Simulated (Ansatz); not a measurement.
**Si2H6O (disiloxane) at CCSD/cc-pVDZ**

What is the electronic atomisation energy of Si2H6O (disiloxane) at CCSD/cc-pVDZ? 

The calculation is run with Ansatz 0.2.0.

60 further runs of the same task are left out: 60 set aside as unsound or not needed.

### Step 1. The molecule

Si2H6O has 9 atoms, charge 0, and is taken as a singlet. As SMILES, `[SiH3]O[SiH3]`. The shape is that of a PBE0-D4/def2-TZVP optimisation.

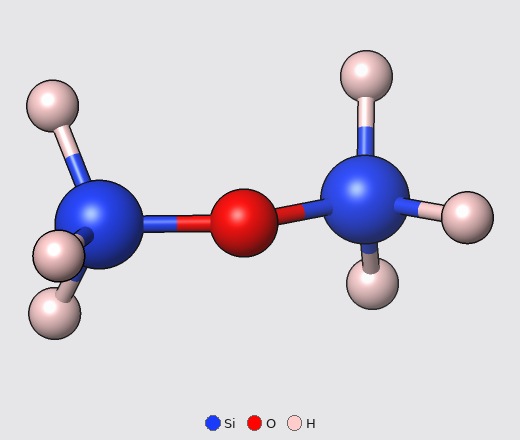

The structure, seen from a chosen angle (silicon blue, oxygen red, hydrogen pink).

### Step 2. The energy at CCSD/cc-pVDZ

File molecule.yaml:

```yaml
crystal:
  periodic: [false, false, false]
  atoms:
    - symbol: Si
      position_ang: [-0.710290, 1.052660, -0.919520]
    - symbol: O
      position_ang: [0.425550, 0.090990, -0.245380]
    - symbol: Si
      position_ang: [0.775570, -1.038810, 0.881750]
    - symbol: H
      position_ang: [-1.787270, 0.226580, -1.525660]
    - symbol: H
      position_ang: [-0.060640, 1.872420, -1.970220]
    - symbol: H
      position_ang: [-1.306170, 1.942760, 0.111330]
    - symbol: H
      position_ang: [2.224270, -1.343130, 0.800010]
    - symbol: H
      position_ang: [-0.009310, -2.275600, 0.628780]
    - symbol: H
      position_ang: [0.448290, -0.527870, 2.238910]
basis:
  gaussian:
    orbitals: cc-pVDZ
magnetization:
  spin_polarized: false
  initial_magnetization: 0
correlation:
  method: ccsd
  frozen_orbitals: {H: 0, O: 1, Si: 5}
accuracy: high
scf:
  omitted_lower_state_checks: [cluster_reference, increment]
```

Run with:

```sh
ansatz run molecule.yaml --threads 1 --pin off --max-ram 3480MiB --events-out events.jsonl --progress --plain --runs-dir runs
```

Log:

```text
Warning: RAYON_NUM_THREADS=1 ignored (pool sized by the plan → 1); use --threads N
Functional definition: HF
  name "HF"
  exchange = exact_x
  correlation = 0
these checks for a lower state are left out or cut short: cluster_reference, increment
1882 factors; integrals over basis functions are off by at most 3.9e-9 eV
mean field evaluation 1: about -17856.0120 eV, gradient 3.2e1 eV
mean field evaluation 2: about -17856.0328 eV, gradient 3.2e1 eV
mean field evaluation 4: about -17858.4042 eV, gradient 2.7e0 eV
mean field evaluation 8: about -17858.4320 eV, gradient 2.5e-4 eV
mean field -17858.43201111 eV, -656.2852715282 hartree, gradient 1.5e-8 eV, S^2 0.000000; 0 other end points of the search recorded, 0 dependent functions left out
11 core orbitals not correlated: weight in the atoms' cores, before any rotation towards them, 1.000 or more for the frozen orbitals, at most 0.000 for the correlated occupied ones
reference -17858.43201111 eV, -656.2852715282 hartree; 10, 10 occupied and 59, 59 virtual orbitals, 1882 factors
second order -10.56754012 eV of doubles, -0.00000000 eV of singles
cycle   1  -11.37391958 eV  change   -8.1e-1 eV  update   8.7e-2
cycle   2  -11.78020859 eV  change   -4.1e-1 eV  update   2.6e-2
cycle   3  -11.86186124 eV  change   -8.2e-2 eV  update   1.2e-2
cycle   4  -11.85651154 eV  change    5.3e-3 eV  update   2.4e-3
cycle   5  -11.85660960 eV  change   -9.8e-5 eV  update   7.3e-4
cycle   6  -11.85659874 eV  change    1.1e-5 eV  update   1.8e-4
cycle   7  -11.85649897 eV  change    1.0e-4 eV  update   5.9e-5
cycle   8  -11.85649622 eV  change    2.8e-6 eV  update   2.1e-5
cycle   9  -11.85650171 eV  change   -5.5e-6 eV  update   7.6e-6
cycle  10  -11.85649852 eV  change    3.2e-6 eV  update   2.7e-6
cycle  11  -11.85650041 eV  change   -1.9e-6 eV  update   8.3e-7
cycle  12  -11.85650090 eV  change   -4.9e-7 eV  update   1.9e-7
cycle  13  -11.85650107 eV  change   -1.7e-7 eV  update   7.4e-8
cycle  14  -11.85650115 eV  change   -7.8e-8 eV  update   3.3e-8
cycle  15  -11.85650114 eV  change    5.8e-9 eV  update   2.1e-8
cycle  16  -11.85650131 eV  change   -1.7e-7 eV  update   9.5e-8
cycle  17  -11.85650135 eV  change   -4.2e-8 eV  update   2.3e-8
cycle  18  -11.85650136 eV  change   -8.7e-9 eV  update   6.1e-9
cycle  19  -11.85650136 eV  change    1.4e-9 eV  update   1.9e-9
Total energy: -17870.28851246 eV, -656.7209899164 hartree
Checks for a lower state left out: cluster_reference, increment
```

It took 9.3 s on 1 thread of Intel Xeon Platinum 8259CL at 2.50GHz (Skylake/Cascade Lake), shared host; peak memory 0.4 GiB.

### Step 3. The H atom: the energy at UHF/cc-pVDZ

File molecule.yaml:

```yaml
basis:
  gaussian:
    orbitals: cc-pVDZ
crystal:
  periodic: [false, false, false]
  atoms:
    - {symbol: H, position_ang: [0.000000, 0.000000, 0.000000]}
magnetization:
  spin_polarized: true
  initial_magnetization: 1
hamiltonian:
  xc: hf
accuracy: high
```

Run the same way, it converges to -0.49928 Eh (log not shown).

### Step 4. The O atom at the same level

File in.yaml:

```yaml
crystal:
  periodic: [false, false, false]
  atoms:
    - {symbol: O, position_ang: [0.000000, 0.000000, 0.000000]}
basis:
  gaussian:
    orbitals: cc-pVDZ
magnetization:
  spin_polarized: true
  initial_magnetization: 2
correlation:
  method: ccsd
  frozen_orbitals: {O: 1}
accuracy: high
scf:
  omitted_lower_state_checks: [cluster_reference, increment]
```

Run the same way, it converges to -74.90920 Eh (log not shown).

### Step 5. The Si atom at the same level

File input.yaml:

```yaml
crystal:
  periodic: [false, false, false]
  atoms:
    - symbol: Si
      position_ang: [0.000000, 0.000000, 0.000000]
basis:
  gaussian:
    orbitals: cc-pVDZ
scf:
  omitted_lower_state_checks: [cluster_reference, increment]
magnetization:
  spin_polarized: true
  initial_magnetization: 2
accuracy: high
correlation:
  method: ccsd
  frozen_orbitals: {Si: 5}
total_charge: 0
```

Run with:

```sh
ansatz run input.yaml --threads 1 --pin off --max-ram 3480MiB --events-out events.jsonl --progress --plain --runs-dir runs
```

Log:

```text
Warning: RAYON_NUM_THREADS=1 ignored (pool sized by the plan → 1); use --threads N
[... 4 set-up lines as earlier in the session ...]
these checks for a lower state are left out or cut short: cluster_reference, increment
144 factors; integrals over basis functions are off by at most 3.2e-9 eV
mean field evaluation 1: about -7859.8102 eV, gradient 3.7e0 eV
mean field evaluation 2: about -7859.8164 eV, gradient 3.7e0 eV
mean field evaluation 4: about -7860.0119 eV, gradient 1.3e-1 eV
mean field evaluation 8: about -7860.0110 eV, gradient 2.5e-8 eV
mean field evaluation 16: about -7860.0099 eV, gradient 3.5e-1 eV
mean field evaluation 32: about -7860.0110 eV, gradient 3.7e-4 eV
mean field -7860.01100063 eV, -288.8500765663 hartree, gradient 2.4e-8 eV, S^2 2.010950; 3 other end points of the search recorded, 0 dependent functions left out
5 core orbitals not correlated: weight in the atoms' cores, before any rotation towards them, 1.000 or more for the frozen orbitals, at most 0.000 for the correlated occupied ones
reference -7860.01100063 eV, -288.8500765663 hartree; 3, 1 occupied and 10, 12 virtual orbitals, 144 factors
second order -1.22279291 eV of doubles, -0.00000000 eV of singles
cycle   1  -1.57513856 eV  change   -3.5e-1 eV  update   5.6e-2
cycle   2  -1.73208993 eV  change   -1.6e-1 eV  update   2.1e-2
cycle   3  -1.73948225 eV  change   -7.4e-3 eV  update   5.2e-3
cycle   4  -1.74285066 eV  change   -3.4e-3 eV  update   9.6e-4
cycle   5  -1.74156477 eV  change    1.3e-3 eV  update   1.7e-4
cycle   6  -1.74202665 eV  change   -4.6e-4 eV  update   4.7e-5
cycle   7  -1.74192734 eV  change    9.9e-5 eV  update   1.1e-5
cycle   8  -1.74194192 eV  change   -1.5e-5 eV  update   1.7e-6
cycle   9  -1.74193973 eV  change    2.2e-6 eV  update   2.6e-7
cycle  10  -1.74194026 eV  change   -5.2e-7 eV  update   7.4e-8
cycle  11  -1.74194023 eV  change    2.9e-8 eV  update   1.7e-8
cycle  12  -1.74194029 eV  change   -6.0e-8 eV  update   2.3e-8
cycle  13  -1.74194031 eV  change   -2.7e-8 eV  update   9.3e-9
cycle  14  -1.74194031 eV  change  -1.4e-10 eV  update   1.9e-9
cycle  15  -1.74194031 eV  change  -5.8e-10 eV  update  6.5e-10
cycle  16  -1.74194031 eV  change   3.0e-10 eV  update  1.4e-10
Total energy: -7861.75294094 eV, -288.9140916921 hartree
Checks for a lower state left out: cluster_reference, increment
```

Wall time 0.34 s (1 thread of Intel Xeon Platinum 8259CL at 2.50GHz (Skylake/Cascade Lake), shared host).

### Step 6. What came out

At CCSD/cc-pVDZ, 11 core orbitals frozen:

```
                                              quantity          value
                                molecule: total energy  -656.72099 Eh
molecule: correlation energy (11 core orbitals frozen)     -435.7 mEh
                               molecule: T1 diagnostic          0.011
                                  H atom: total energy    -0.49928 Eh
                                          H atom: ⟨S²⟩          0.750
                                  O atom: total energy   -74.90920 Eh
    O atom: correlation energy (1 core orbital frozen)     -117.0 mEh
             O atom: ⟨S²⟩ of the reference determinant          2.004
                                 O atom: T1 diagnostic          0.003
                                 Si atom: total energy  -288.91409 Eh
  Si atom: correlation energy (5 core orbitals frozen)      -64.0 mEh
            Si atom: ⟨S²⟩ of the reference determinant          2.011
                                Si atom: T1 diagnostic          0.010
                         electronic atomisation energy      26.883 eV
```

In words: Taking the molecule apart into free atoms costs 26.88 eV (2594 kJ/mol), before zero-point energy and without spin-orbit coupling.
